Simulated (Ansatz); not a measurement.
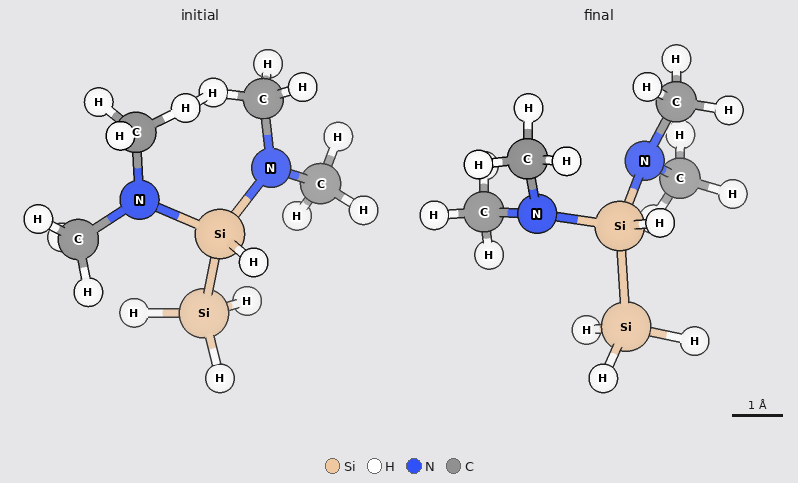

The structure of C4H16N2Si2 before (left) and after (right) a relaxation, at one scale.

A ball-and-stick model, seen at a tilt.

The run prepares the start of a later molecular dynamics calculation, from a guessed geometry.

Theory: RKS PBE0/STO-3G in Ansatz.

Input file:
```yaml
crystal:
  periodic: [false, false, false]
  atoms:
    - { symbol: Si, position_ang: [0.0, 0.0, 0.0] }
    - { symbol: H, position_ang: [0.0, 0.0, 1.46] }
    - { symbol: "N", position_ang: [1.7163, 0.0, -0.6061] }
    - { symbol: C, position_ang: [2.4072, -1.273, -0.8567] }
    - { symbol: H, position_ang: [1.7433, -1.947, -1.4373] }
    - { symbol: H, position_ang: [3.3364, -1.083, -1.4334] }
    - { symbol: H, position_ang: [2.6645, -1.7518, 0.1112] }
    - { symbol: C, position_ang: [2.4114, 1.273, -0.8449] }
    - { symbol: H, position_ang: [3.0382, 1.1875, -1.757] }
    - { symbol: H, position_ang: [1.6647, 2.0824, -0.9844] }
    - { symbol: H, position_ang: [3.0569, 1.5118, 0.0259] }
    - { symbol: "N", position_ang: [-0.8572, 1.4851, -0.6061] }
    - { symbol: C, position_ang: [-2.2719, 1.4087, -0.9981] }
    - { symbol: H, position_ang: [-2.8245, 0.7784, -0.2704] }
    - { symbol: H, position_ang: [-2.7088, 2.429, -1.0098] }
    - { symbol: H, position_ang: [-2.3521, 0.9607, -2.0106] }
    - { symbol: C, position_ang: [-0.1354, 2.762, -0.7039] }
    - { symbol: H, position_ang: [-0.2436, 3.1711, -1.73] }
    - { symbol: H, position_ang: [-0.5567, 3.4827, 0.0276] }
    - { symbol: H, position_ang: [0.9399, 2.5975, -0.4831] }
    - { symbol: Si, position_ang: [-1.0456, -1.8115, -0.7393] }
    - { symbol: H, position_ang: [-1.7029, -2.4846, 0.3772] }
    - { symbol: H, position_ang: [-2.0454, -1.4265, -1.7311] }
    - { symbol: H, position_ang: [-0.0777, -2.7173, -1.3511] }
basis:
  gaussian: { orbitals: STO-3G }
hamiltonian:
  xc: pbe0
relax:
  f_tol: 0.02
  max_steps: 40
```

Run as
```bash
ansatz run input.yaml --threads 1 --pin off --max-ram 2048MiB --backend cpu --events-out ev --progress --plain --runs-dir out
```

Summarise the run.

The relaxation stopped without meeting its thresholds, so the last structure isn't shown to be converged. It used up its limit of 40 steps. The energy falls by 2.239 eV in 38 accepted moves (39 points after the start). Largest force component: 3.1 eV/Å at the start, 0.063 eV/Å at the end. The line search rejected the trial step at point 34 of the run. The forces were under the threshold at step 18, but the run went on from there. The largest move after the best rigid fit is that of H24, 1.90 Å. By element the largest moves are H 1.90 Å, C 0.94 Å, Si 0.82 Å, N 0.60 Å. Among the contacts that change: H10–H20 1.021 → 2.914 Å, Si1–N12 1.819 → 1.770 Å, Si1–N3 1.820 → 1.779 Å, Si1–Si21 2.218 → 2.256 Å. Among the angles between lasting bonds that change: C13–N12–C17 120.0° → 110.1°, C4–N3–C8 120.0° → 110.6°, H2–Si1–N12 109.5° → 103.6°. Groups turn about Si1–Si21 by about 55°. Cost: 6.8 min on 1 thread of Intel(R) Xeon(R) Processor @ 2.70GHz (shared host), peak memory 0.21 GiB.

Limits of the set-up: STO-3G is a minimal basis, so the numbers are rough.
